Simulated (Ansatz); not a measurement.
CH4AlB

```
atom    x (Å)    y (Å)    z (Å)
   C   0.2225  -0.9789   0.5130
  Al   2.0972  -1.1363   1.3276
   B  -0.7055  -2.0905   0.9539
   H  -0.7478  -3.1330   0.3581
   H  -1.3497  -1.9938   1.9635
   H   0.5136  -0.9635  -0.5503
   H  -0.0161   0.0392   0.8626
```

Geometry: B3LYP/6-31G*.

All numbers below come from isolated molecule in a Gaussian basis; Kohn-Sham density functional theory, functional PBE0 (Ansatz).

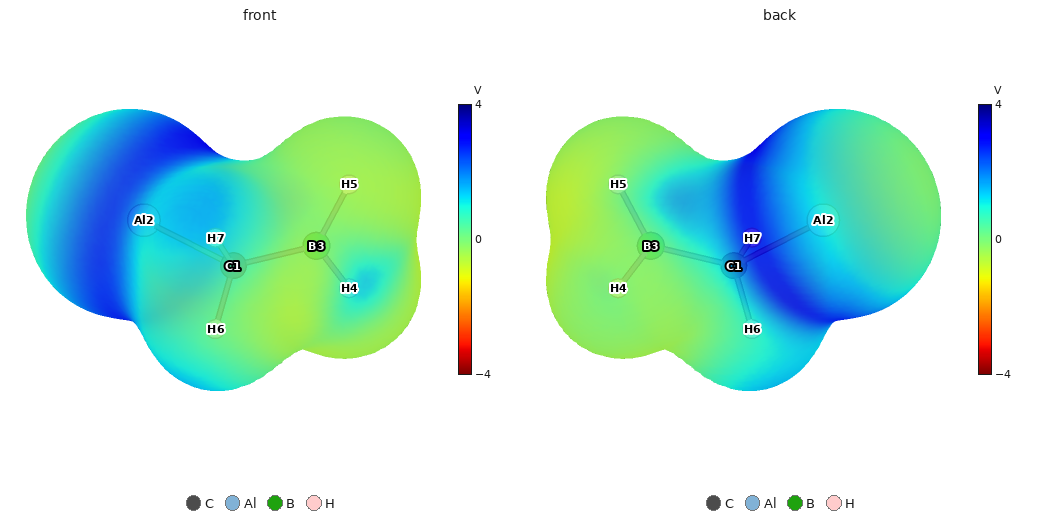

Figure 1. The electrostatic potential painted on the density surface at 0.004 e/bohr³, seen from the front and from behind; red is negative and blue positive.

Question: Describe the electrostatic potential map.

Answer: The most negative region (about −0.8 V) lies over H4, the most positive (about +3.1 V) over Al2.

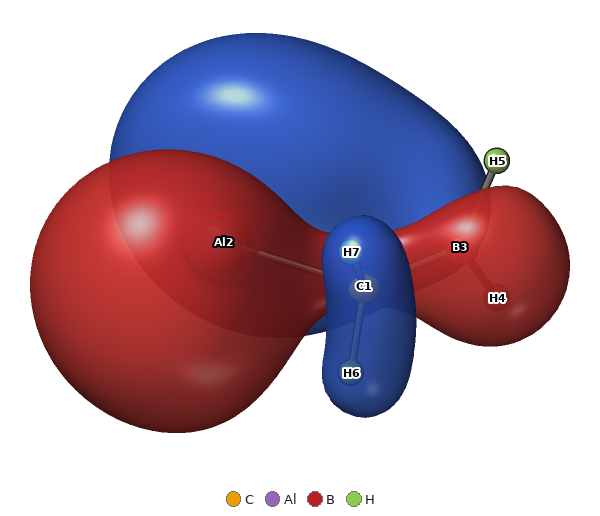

Figure 2. The LUMO at ±0.06 Å⁻³ᐟ² (blue and red are the two phases), seen at a tilt.

Question: Describe this orbital and give its energy.

Answer: Its weight (Hirshfeld) is mainly on Al2 (about 75 %), B3 (about 10 %) and C1 (about 5 %). Its energy is −1.89 eV.

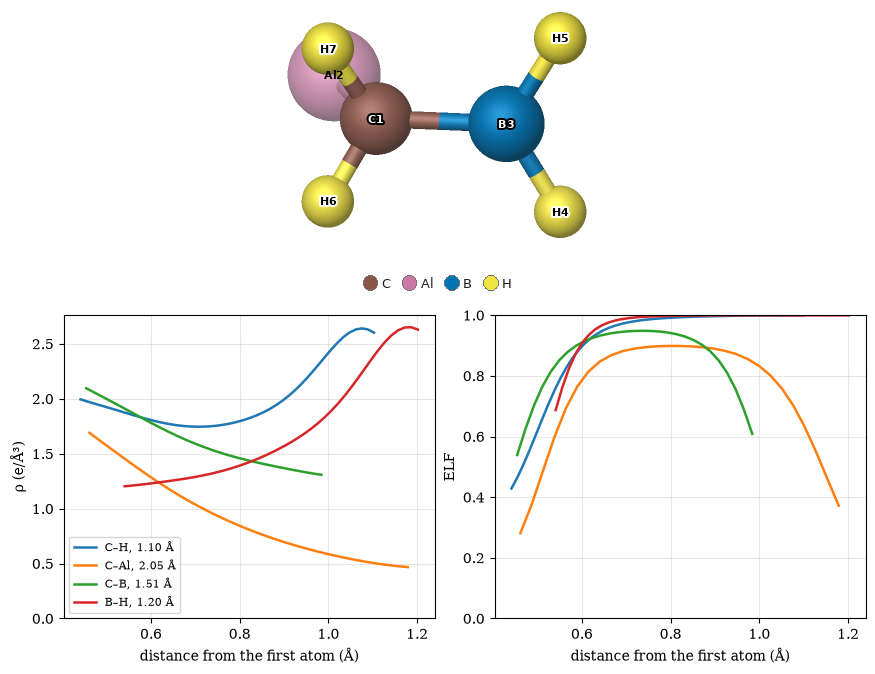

Figure 3. Electron density and ELF along straight lines between neighbouring atoms. The curves leave out the atomic cores. The structure is drawn too.

Question: What can be read from the curves?

Answer: C–H (1.10 Å): the density is about 1.9 e/Å³ at the midpoint; the ELF climbs to about 1 towards the hydrogen, as it does in any bond to H (a covalent bond by its length).
C–Al (2.05 Å): ρ is about 0.56 e/Å³ halfway; the ELF peaks at about 0.90 between the atoms, as expected for a shared but strongly polarised pair.
C–B (1.51 Å): ρ at the midpoint is about 1.5 e/Å³; the ELF peaks at about 0.95 between the atoms: localised, covalent bonding.
B–H (1.20 Å): ρ at the midpoint is about 1.2 e/Å³; the ELF climbs to about 1 towards the hydrogen; a covalent bond by its length.

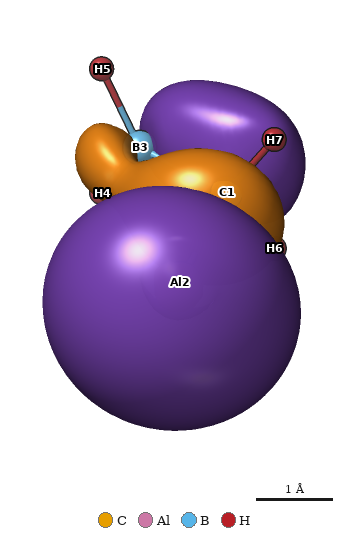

Figure 4. The HOMO at ±0.1 Å⁻³ᐟ² (orange and purple are the two phases), seen at an oblique angle.

Question: Describe this orbital and give its energy.

Answer: By Hirshfeld shares it lies mainly on Al2 (about 65 %), C1 (about 20 %) and B3 (about 10 %). Its energy is −6.12 eV.
